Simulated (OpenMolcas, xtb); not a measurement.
# A ladder of methods for CHBrF2 (bromodifluoromethane)

CHBrF2: 5 atoms, total charge 0, spin state singlet. As SMILES, `FC(F)Br`. Geometry: relaxed at PBE0-D4/def2-TZVP.

```xyz
5

F     0.1743   -0.6239    1.2011
C     0.1418    0.0192    0.0350
F     0.7079   -0.7538   -0.8905
Br   -1.6954    0.3897   -0.4567
H     0.6714    0.9687    0.1111
```

Each level gives the energy change with the C2–F3 bond stretched from 1.332 to 1.998 Å (eV). The values are calculated.

| level | kind | program | value (eV) | CPU time (all runs) |
| --- | --- | --- | --- | --- |
| GFN-FF | force field | xtb | 3.61 | under 2 s |
| HF/aug-cc-pVDZ (restricted) | Hartree–Fock | OpenMolcas | 3.49 | 35 s |
| SVWN5/aug-cc-pVDZ (restricted) | LDA | OpenMolcas | 2.58 | 69 s |
| PBE/aug-cc-pVDZ (restricted) | GGA | OpenMolcas | 2.16 | 89 s |
| revPBE/aug-cc-pVDZ (restricted) | GGA | OpenMolcas | 2.04 | 86 s |
| M06-L/aug-cc-pVDZ (restricted) | meta-GGA | OpenMolcas | 2.39 | 2.2 min |
| B3LYP/aug-cc-pVDZ (restricted) | global hybrid | OpenMolcas | 2.44 | 83 s |
| B2PLYP/aug-cc-pVDZ (restricted) | double hybrid | OpenMolcas | 2.46 | 74 s |
| MP2/aug-cc-pVDZ (restricted) | perturbation theory | OpenMolcas | 2.54 | 33 s |

All-electron rows without a relativistic Hamiltonian named are non-relativistic. The first shape isn't each level's own minimum. The values span 2.04 to 3.61 eV. In the correlated wave-function rows the outer d shell of Br is correlated, in sets not made for it. Times are those of the runs behind each value, whatever else they computed, on shared processors of several kinds: orders of magnitude only.

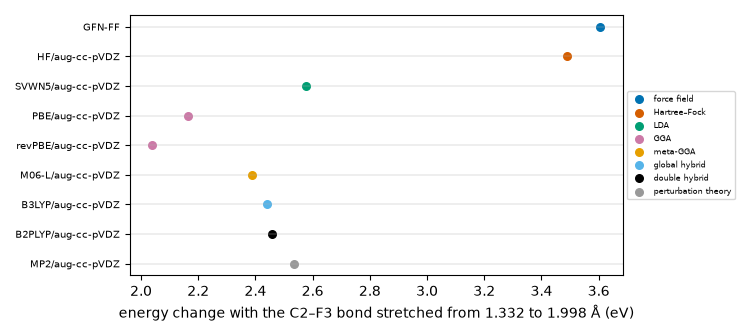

The values of the table, level by level.
